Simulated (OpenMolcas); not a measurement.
# One shape, several levels: quartet SiCl

Wanted: a comparison of 5 runs (UHF/STO-3G, UBHLYP/aug-cc-pVTZ, UM06-2X/aug-cc-pVTZ, UM06-L/aug-cc-pVTZ, UPBE0/aug-cc-pVTZ) of quartet SiCl. 

The calculation is run with OpenMolcas 26.06.

### 1 The structure to begin with

The species is SiCl (2 atoms), meant as a quartet with charge 0. As SMILES of the parent species, `[Si]Cl`. Geometry: relaxed at PBE0-D4/def2-TZVP. That shape belongs to the parent species and isn't relaxed for this state.

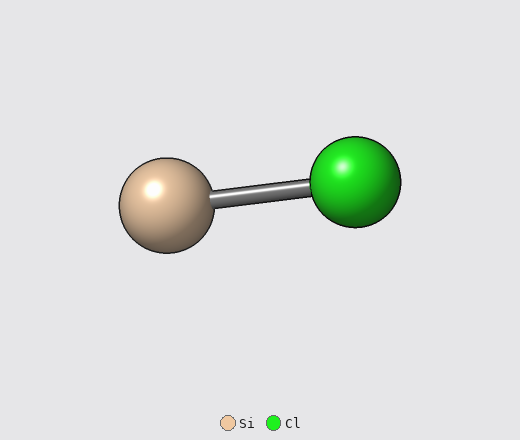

Viewed from a chosen angle; silicon light orange, chlorine green.

### 2 A single-point energy at UHF/STO-3G (run 1)

File calc.input:

```
&gateway
 baslib = $CurrDir
 coord
 2
 angstrom
 Si       0.881810      -0.293660       0.452120
 Cl      -0.881810       0.293660      -0.452120
 basis = STO-3G
 group = NoSym

&seward

&scf
 uhf
 spin = 4
 thresholds = 1e-10 1e-07 1e-07 1e-05
 prorbitals = 1 2
```

The basis set STO-3G is read from a file made from the Basis Set Exchange's data (not shown).

On the command line:

```bash
$ export MOLCAS_MEM=1860
$ pymolcas calc.input > calc.log
```

What it wrote:

```text
--- Start Module: gateway ---
[...]
--- Stop Module: gateway /rc=_RC_ALL_IS_WELL_ ---
--- Start Module: seward ---
[...]
      Basis functions           18
--- Stop Module: seward /rc=_RC_ALL_IS_WELL_ ---
--- Start Module: scf ---
[...]
       Convergence after  13 Iterations
[...]
::    Total SCF energy                               -740.0629958214
[...]
      Total spin, S                                     1.5000543458
[...]
      Total electronic charge=   31.000000
      Total            charge=   -0.000000
[...]
      Dipole Moment (debye):
      Origin of the operator (angstrom)=   -0.0980    0.0326   -0.0502
                   X=  3.3203E+00               Y= -1.1057E+00               Z=  1.7024E+00           Total=  3.8917E+00
      Quadrupole Moment (debye*angstrom):
[...]
--- Stop Module: scf /rc=_RC_ALL_IS_WELL_ ---
[...]
```

Run time: 1.6 s. Hardware: 1 thread of Arm Neoverse V1, shared host; peak memory 0.37 GiB.

### 3 A single-point energy at UBHLYP/aug-cc-pVTZ (run 2)

File input.xyz:

```xyz
2

Si     0.881810    -0.293660     0.452120
Cl    -0.881810     0.293660    -0.452120
```

File job.input:

```
&GATEWAY
 BasLib=$CurrDir
 Coord=input.xyz
 Basis=aug-cc-pVTZ
 Group=NoSym

&SEWARD
 GridInput
 Grid=UltraFine
 End of Grid

&SCF
 UHF
 Spin=4
 KSDFT=HYB_GGA_XC_BHANDHLYP
 Thresholds=1e-10 1e-07 1e-07 1e-05
 PrOrbitals=0
```

The basis set aug-cc-pVTZ is read from a file made from the Basis Set Exchange's data (not shown).

On the command line:

```bash
$ export MOLCAS_MEM=1860
$ pymolcas job.input > job.log
```

What it wrote:

```text
--- Start Module: gateway ---
[...]
--- Stop Module: gateway /rc=_RC_ALL_IS_WELL_ ---
--- Start Module: seward ---
[...]
      Basis functions          100
--- Stop Module: seward /rc=_RC_ALL_IS_WELL_ ---
[...]
--- Start Module: scf ---
[...]
       Convergence after  18 Iterations
[...]
::    Total KS-DFT energy                            -749.5815062310
[...]
      Total spin, S                                     1.5009986369
[...]
      Total electronic charge=   31.000000
      Total            charge=   -0.000000
[...]
      Dipole Moment (debye):
      Origin of the operator (angstrom)=   -0.0980    0.0326   -0.0502
                   X=  7.9096E-01               Y= -2.6340E-01               Z=  4.0554E-01           Total=  9.2707E-01
      Quadrupole Moment (debye*angstrom):
[...]
--- Stop Module: scf /rc=_RC_ALL_IS_WELL_ ---
[...]
```

Wall time 30 s (1 thread of Arm Neoverse V1, shared host); peak memory 0.55 GiB.

Runs 3 to 4 aren't shown in full; the table further down has their settings and results.

### 4 A single-point energy at UPBE0/aug-cc-pVTZ (run 5)

File mol.input:

```
&GATEWAY
BasLib = $CurrDir
Coord
2
angstrom
Si       0.881810      -0.293660       0.452120
Cl      -0.881810       0.293660      -0.452120
Basis = aug-cc-pVTZ
Group = NoSym
&SEWARD
GridInput
Grid=UltraFine
End of Grid
&SCF
UHF
Spin = 4
KSDFT = PBE0
Thresholds = 1e-10 1e-07 1e-07 1e-05
PrOrbitals = 1 2
```

The basis set aug-cc-pVTZ is read from a file made from the Basis Set Exchange's data (not shown).

On the command line:

```bash
$ export MOLCAS_MEM=1860
$ pymolcas mol.input > mol.log
```

What it wrote:

```text
--- Start Module: gateway ---
[...]
--- Stop Module: gateway /rc=_RC_ALL_IS_WELL_ ---
--- Start Module: seward ---
[...]
      Basis functions          100
--- Stop Module: seward /rc=_RC_ALL_IS_WELL_ ---
[...]
--- Start Module: scf ---
[...]
       Convergence after  17 Iterations
[...]
::    Total KS-DFT energy                            -749.3139454105
[...]
      Total spin, S                                     1.5005626016
[...]
      Total electronic charge=   31.000000
      Total            charge=   -0.000000
[...]
      Dipole Moment (debye):
      Origin of the operator (angstrom)=   -0.0980    0.0326   -0.0502
                   X=  6.6340E-01               Y= -2.2092E-01               Z=  3.4013E-01           Total=  7.7755E-01
      Quadrupole Moment (debye*angstrom):
[...]
--- Stop Module: scf /rc=_RC_ALL_IS_WELL_ ---
[...]
```

Run time: 28 s. Hardware: 1 thread of Arm Neoverse V1, shared host; peak memory 0.56 GiB.

### 5 Overview of the runs

```
run                level  integration grid  energy (Eh)  dipole moment (D)  HOMO energy (eV)  LUMO energy (eV)  wall time
  1           UHF/STO-3G                 –  -740.062996               3.89             -5.78              2.40      1.6 s
  2   UBHLYP/aug-cc-pVTZ         UltraFine  -749.581506               0.93             -6.64             -5.28       30 s
  3  UM06-2X/aug-cc-pVTZ         UltraFine  -749.549497               0.96             -6.58             -6.47       48 s
  4   UM06-L/aug-cc-pVTZ         UltraFine  -749.565049               0.66             -4.79                 –       46 s
  5    UPBE0/aug-cc-pVTZ         UltraFine  -749.313945               0.78             -5.85                 –       28 s
```

### 6 Summary of results

```
                                 quantity          value
                      run 5: total energy  -749.31395 Eh
                     run 5: dipole moment         0.78 D
run 5: HOMO energy (highest over α and β)       -5.85 eV
                              run 5: ⟨S²⟩          3.752
```

**Reading.** The dipole moment (its size) runs from 0.66 D (UM06-L/aug-cc-pVTZ) to 3.89 D (UHF/STO-3G). The two ends differ in method and basis. Totals of different functionals can't be ranked against each other. In run 1 the basis is minimal, so the values are rough. All runs together took 2.6 min, the longest 48 s.
